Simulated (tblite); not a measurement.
**Geometry relaxation of C5H9OSi (part 2 of 2)**

C5H9OSi, multiplicity 2; GFN2-xTB geometry optimisation, gas phase (tblite 0.8.0). It belongs to a series of runs on one base structure; here: H removed from sp3 C.

Geometry of the input (Å):
```
Si 2.6574  -0.3959  -0.0164
O  1.3794  0.6055  0.5505
C  0.1363  0.1070  0.3100
C  -0.6852  -0.1320  1.5689
C  -2.0393  -0.3591  0.9456
C  -2.1156  0.3471  -0.1953
C  -0.8047  1.0890  -0.3880
H  2.6392  -1.7100  0.6315
H  3.9141  0.3327  0.1753
H  2.4171  -0.5583  -1.4645
H  0.1345  -0.8625  -0.2377
H  -0.3489  -1.0615  2.0971
H  -2.8217  -1.0059  1.3831
H  -2.9741  0.3652  -0.8468
H  -0.9136  2.0266  0.1897
H  -0.5826  1.2211  -1.4470
```

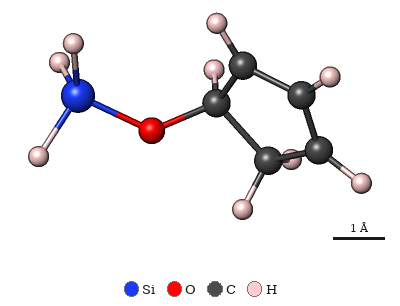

*The geometry at step 122 of the log (ball-and-stick view, seen at a tilt).*

Trajectory as extended XYZ, continued:
```
16
Properties=species:S:1:pos:R:3:forces:R:3 step=86 energy=-573.39774
Si    2.7374   -0.2338    0.1974   -0.0240   0.0040   0.0110
O     1.2305    0.3426    0.3032   -0.0180  -0.0100   0.0130
C     0.0069   -0.2371   -0.0778    0.0190   0.0020  -0.0220
C    -0.7510   -0.7999    1.0851    0.0150   0.0120   0.0000
C    -2.0006   -0.2289    1.1638   -0.0060   0.0090  -0.0060
C    -2.1858    0.6999    0.1656    0.0240   0.0170  -0.0090
C    -0.9524    0.8251   -0.6620    0.0270  -0.0180  -0.0130
H     2.8809   -1.5262    0.8758    0.0120   0.0040   0.0140
H     3.4583    0.8492    0.8433   -0.0110   0.0050   0.0060
H     3.1283   -0.4288   -1.2035   -0.0060  -0.0140  -0.0140
H     0.2096   -1.0284   -0.8163   -0.0190   0.0060  -0.0160
H    -0.3237   -1.5216    1.7539    0.0080  -0.0060  -0.0040
H    -2.7398   -0.4767    1.9057    0.0070  -0.0150   0.0230
H    -3.0670    1.2913    0.0023    0.0050   0.0000  -0.0250
H    -0.4958    1.8139   -0.5531   -0.0180  -0.0130   0.0010
H    -1.1435    0.6683   -1.7272   -0.0150   0.0190   0.0430
16
Properties=species:S:1:pos:R:3:forces:R:3 step=98 energy=-573.40002
Si    2.7244   -0.2407    0.2298   -0.0040  -0.0090   0.0000
O     1.2225    0.3555    0.2450    0.0040   0.0000  -0.0030
C     0.0019   -0.2337   -0.1284   -0.0010  -0.0010  -0.0020
C    -0.7243   -0.8062    1.0495   -0.0080  -0.0040  -0.0070
C    -1.9652   -0.2248    1.1780    0.0150   0.0040   0.0040
C    -2.1788    0.7080    0.1888    0.0010   0.0040   0.0070
C    -0.9755    0.8263   -0.6824   -0.0010   0.0050   0.0040
H     2.8320   -1.5190    0.9422   -0.0040   0.0150   0.0130
H     3.4180    0.8493    0.8943    0.0030   0.0040  -0.0140
H     3.1750   -0.4746   -1.1476    0.0020  -0.0040   0.0000
H     0.2000   -1.0136   -0.8797    0.0010  -0.0040  -0.0020
H    -0.2758   -1.5324    1.6996   -0.0010  -0.0020  -0.0030
H    -2.6717   -0.4688    1.9529   -0.0100  -0.0060  -0.0150
H    -3.0623    1.3009    0.0460   -0.0050   0.0020   0.0080
H    -0.5156    1.8151   -0.5947   -0.0060  -0.0020  -0.0010
H    -1.2122    0.6675   -1.7372    0.0120   0.0000   0.0100
16
Properties=species:S:1:pos:R:3:forces:R:3 step=110 energy=-573.40304
Si    2.7168   -0.2459    0.2602   -0.0720   0.0110  -0.0100
O     1.2208    0.3632    0.1812    0.0500  -0.0180  -0.0110
C    -0.0024   -0.2285   -0.1760   -0.0050  -0.0090   0.0250
C    -0.7039   -0.8293    1.0040    0.0120   0.0000   0.0100
C    -1.9362   -0.2422    1.1775   -0.0150   0.0240   0.0000
C    -2.1625    0.7235    0.2231   -0.0410  -0.0050   0.0070
C    -0.9900    0.8428   -0.6877   -0.0180  -0.0230   0.0270
H     2.7774   -1.4555    1.0895    0.0260   0.0160  -0.0220
H     3.3990    0.8930    0.8528    0.0070  -0.0110  -0.0190
H     3.2033   -0.5876   -1.0839   -0.0030  -0.0210   0.0490
H     0.1773   -0.9961   -0.9447    0.0540   0.0190  -0.0100
H    -0.2400   -1.5686    1.6292   -0.0240   0.0040  -0.0300
H    -2.6347   -0.5031    1.9545    0.0260  -0.0030   0.0090
H    -3.0429    1.3304    0.1263   -0.0010   0.0040  -0.0050
H    -0.5196    1.8271   -0.6191   -0.0050   0.0110   0.0160
H    -1.2700    0.6856   -1.7310    0.0100   0.0020  -0.0350
16
Properties=species:S:1:pos:R:3:forces:R:3 step=122 energy=-573.41288
Si    2.6775   -0.2540    0.3338    0.0540  -0.0360  -0.0210
O     1.2255    0.3899    0.0394    0.0460  -0.0430   0.0160
C    -0.0091   -0.2000   -0.2801    0.0030   0.0050  -0.0040
C    -0.6579   -0.8775    0.8873    0.0060  -0.0080  -0.0030
C    -1.8741   -0.2958    1.1655   -0.0130  -0.0070  -0.0280
C    -2.1431    0.7314    0.2894   -0.0030  -0.0140  -0.0100
C    -1.0233    0.8938   -0.6788    0.0110   0.0030  -0.0060
H     2.6625   -1.2130    1.4478    0.0020   0.0790  -0.0200
H     3.3953    0.9829    0.6112   -0.0010  -0.0790   0.0050
H     3.2070   -0.9847   -0.8320   -0.0720   0.0680   0.0560
H     0.1567   -0.9137   -1.1031   -0.0090   0.0010   0.0050
H    -0.1820   -1.6704    1.4328   -0.0010   0.0160  -0.0360
H    -2.5296   -0.6165    1.9573    0.0080   0.0430   0.0160
H    -3.0070    1.3686    0.2841   -0.0350  -0.0360   0.0160
H    -0.5501    1.8746   -0.5836    0.0150   0.0100   0.0020
H    -1.3558    0.7931   -1.7150   -0.0110  -0.0020   0.0130
16
Properties=species:S:1:pos:R:3:forces:R:3 step=135 energy=-573.42092
Si    2.6707   -0.2728    0.3487   -0.0070   0.0050   0.0030
O     1.2461    0.4127    0.0120    0.0040  -0.0050  -0.0020
C     0.0011   -0.1612   -0.2967   -0.0080   0.0050   0.0040
C    -0.6313   -0.8758    0.8574   -0.0020   0.0140  -0.0100
C    -1.8637   -0.3330    1.1424    0.0030  -0.0100  -0.0170
C    -2.1564    0.7046    0.2868    0.0010  -0.0030   0.0080
C    -1.0245    0.9381   -0.6538   -0.0080  -0.0080   0.0090
H     2.6399   -1.0583    1.5869    0.0020   0.0040  -0.0060
H     3.4871    0.9263    0.4575   -0.0160  -0.0150  -0.0090
H     3.0891   -1.1703   -0.7356    0.0020   0.0060   0.0110
H     0.1499   -0.8547   -1.1415   -0.0050   0.0140   0.0100
H    -0.1382   -1.6757    1.3750    0.0030   0.0050  -0.0010
H    -2.5146   -0.6793    1.9273    0.0120   0.0010  -0.0060
H    -3.0533    1.2947    0.2816    0.0020   0.0070  -0.0020
H    -0.5692    1.9199   -0.4932    0.0100  -0.0130   0.0010
H    -1.3405    0.8936   -1.6987    0.0100  -0.0080   0.0080
16
Properties=species:S:1:pos:R:3:forces:R:3 step=147 energy=-573.42167
Si    2.6605   -0.2771    0.3617    0.0060   0.0180   0.0090
O     1.2500    0.4150   -0.0164    0.0100  -0.0100  -0.0040
C     0.0005   -0.1519   -0.3156   -0.0040  -0.0060   0.0040
C    -0.6215   -0.8851    0.8311   -0.0090   0.0020   0.0010
C    -1.8535   -0.3504    1.1326    0.0120  -0.0090  -0.0040
C    -2.1528    0.7031    0.2989    0.0080  -0.0030   0.0050
C    -1.0263    0.9538   -0.6438   -0.0070   0.0020  -0.0060
H     2.6225   -0.9652    1.6558   -0.0050  -0.0050  -0.0020
H     3.4948    0.9134    0.3770    0.0110  -0.0040  -0.0020
H     3.0607   -1.2598   -0.6530   -0.0040   0.0070   0.0050
H     0.1409   -0.8323   -1.1721   -0.0150   0.0040  -0.0050
H    -0.1234   -1.6936    1.3302    0.0000   0.0010   0.0030
H    -2.4973   -0.7132    1.9157    0.0000   0.0050  -0.0040
H    -3.0505    1.2921    0.3101    0.0080   0.0030  -0.0030
H    -0.5650    1.9301   -0.4687   -0.0060   0.0010   0.0100
H    -1.3472    0.9301   -1.6873   -0.0050  -0.0060  -0.0070
16
Properties=species:S:1:pos:R:3:forces:R:3 step=159 energy=-573.42263
Si    2.6324   -0.2698    0.4025   -0.0040   0.0000   0.0000
O     1.2565    0.4005   -0.1156    0.0090  -0.0030   0.0010
C    -0.0075   -0.1520   -0.3804   -0.0020   0.0010   0.0050
C    -0.5964   -0.9123    0.7656   -0.0020  -0.0030   0.0030
C    -1.8089   -0.3728    1.1297    0.0040  -0.0010   0.0000
C    -2.1267    0.7078    0.3387    0.0020   0.0000   0.0000
C    -1.0374    0.9687   -0.6439   -0.0040   0.0030   0.0030
H     2.5247   -0.7886    1.7699   -0.0020   0.0020  -0.0070
H     3.5032    0.8904    0.3031   -0.0030   0.0020   0.0010
H     3.0487   -1.3787   -0.4645   -0.0030  -0.0010   0.0020
H     0.0987   -0.8086   -1.2602    0.0010   0.0010   0.0010
H    -0.0914   -1.7416    1.2221    0.0030   0.0000  -0.0040
H    -2.4258   -0.7504    1.9272   -0.0030   0.0050  -0.0010
H    -3.0128    1.3108    0.4034    0.0020  -0.0050   0.0000
H    -0.5631    1.9385   -0.4681    0.0020  -0.0010   0.0000
H    -1.4019    0.9670   -1.6735    0.0000   0.0000  -0.0030
```

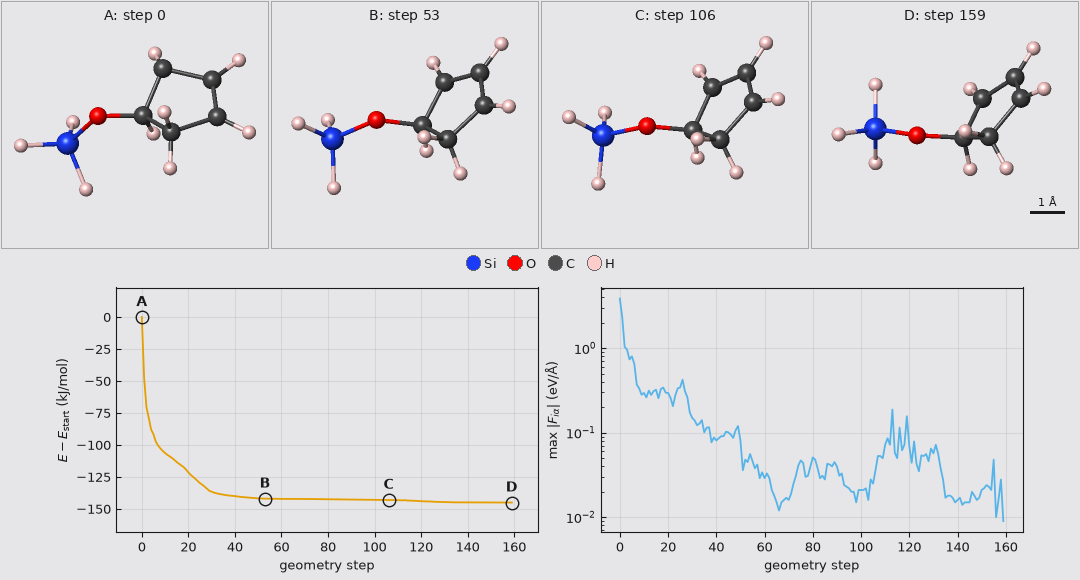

*Frames of the relaxation (ball-and-stick view, seen at a tilt) above the curves, on which the letters mark them (steps are counted from 0).*

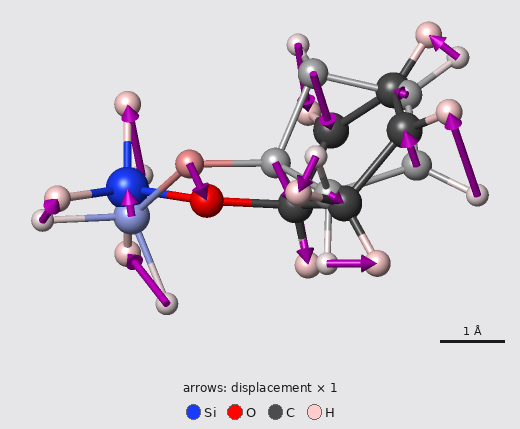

*Start (faint) and end (solid) with the displacements as pink arrows, at true length (ball-and-stick view, seen at a tilt). The two geometries are laid on each other by the best rigid fit.*

The energy falls by 145.0 kJ/mol in 159 geometry steps. The largest force component goes from 3.9 to 0.009 eV/Å. The largest move after the best rigid fit is that of H14, 1.64 Å. Largest moves by element: H 1.64 Å, C 1.21 Å, O 0.65 Å, Si 0.44 Å. Among the contacts that change: C4–C5 1.508 → 1.376 Å, Si1–O2 1.720 → 1.616 Å, C4–H12 1.121 → 1.073 Å, O2–C3 1.361 → 1.405 Å. Among the angles that change: Si1–O2–C3 114.0° → 131.6°, C5–C4–H12 109.8° → 127.2°, C3–C4–H12 111.0° → 122.2°. (Atoms are counted from 1 in the order of the input.)
